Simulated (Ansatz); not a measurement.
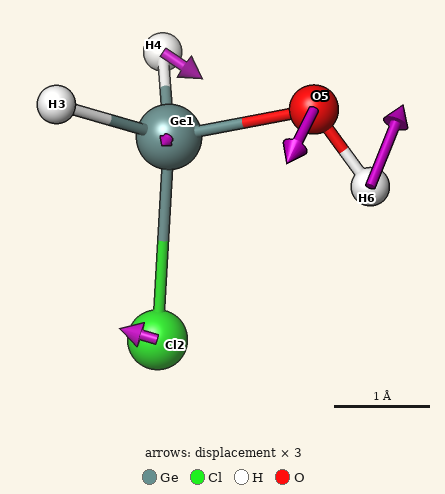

A relaxation of GeH₃OCl. The starting structure is drawn; purple arrows show the displacements, 3 times their true length. The two geometries are superimposed by the best rigid fit.

The picture is a ball-and-stick view, seen at a tilt.

The run prepares the start of a later molecular dynamics calculation, from a guessed geometry.

Theory: RHF/def2-SVP in Ansatz.

Input
```yaml
crystal:
  periodic: [false, false, false]
  atoms:
    - { symbol: Ge, position_ang: [0.0, 0.0, 0.0] }
    - { symbol: Cl, position_ang: [0.0, 0.0, 2.22] }
    - { symbol: H, position_ang: [1.4616, 0.0, -0.5162] }
    - { symbol: H, position_ang: [-0.73, 1.2648, -0.5162] }
    - { symbol: O, position_ang: [-0.8337, -1.4443, -0.5894] }
    - { symbol: H, position_ang: [-1.2883, -1.91, 0.183] }
basis:
  gaussian: { orbitals: def2-SVP }
hamiltonian:
  xc: hf
relax:
  f_tol: 0.02
  max_steps: 40
```

Command:
```bash
ansatz run input.yaml --threads 1 --pin off --max-ram 2048MiB --backend cpu --events-out ev --progress --plain --runs-dir out
```

Atoms of which element are displaced furthest, and by how much?

Answer. Hydrogen: up to 0.34 Å, against 0.26 Å for oxygen.

What happened in the run?

Answer. Over 13 accepted moves (17 points after the start) the energy falls by 20.1 kJ/mol. Largest force component: 3.1 eV/Å at the start, 0.011 eV/Å at the end. The line search rejected the trial steps at points 6, 7, 13, 15 of the run. The forces were under the threshold at step 14, but the run went on from there. The largest move after the best rigid fit is that of H6, 0.34 Å. By element the largest moves are H 0.34 Å, O 0.26 Å, Cl 0.14 Å, Ge 0.05 Å. Among the contacts that change: O5–H6 1.010 → 0.945 Å, Ge1–Cl2 2.220 → 2.167 Å, Ge1–H3 1.550 → 1.517 Å, Ge1–O5 1.769 → 1.749 Å. Bond angles that change, for instance: Ge1–O5–H6 109.5° → 118.1°, H3–Ge1–H4 109.5° → 114.9°, Cl2–Ge1–H4 109.5° → 106.4°. Groups turn about Ge1–O5 by about 45°. The run took 27 s on 1 thread of Arm Neoverse V1 (shared host), peak memory 0.15 GiB.

Limits of the set-up: Hartree-Fock leaves out electron correlation.
